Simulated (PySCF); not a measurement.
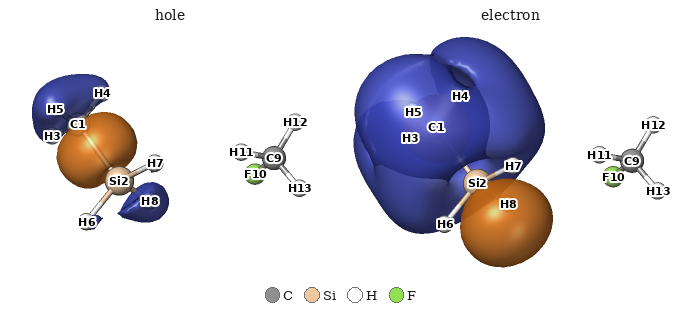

Figure 1: C2H9FSi, SMILES `C[SiH3].CF`. Leading natural transition orbital pair of S₁ (CIS singlet states); the surfaces enclose about 78 % of each orbital's density.

Computed with PySCF, HF/def2-SVP, geometry: GFN2-xTB. The pair's geometry is semi-empirical, so its contact may be too short or too long. Without diffuse functions Rydberg states are missing, so the states' numbers hold for this basis only.

**Where does the state lie, and where do hole and electron sit?**

10.38 eV (119 nm), f = 0.372 (bright); the leading pair carries 98 %; hole on C1 (45 %), Si2 (29 %) and H3, H4, H5 and H8 (5 % each), electron on Si2 (35 %), C1 (20 %) and H3, H4 and H5 (11 % each); their centroids lie 0.1 Å apart. In canonical orbitals it is mainly HOMO → LUMO (91 %). The HOMO–LUMO gap is 16.56 eV.
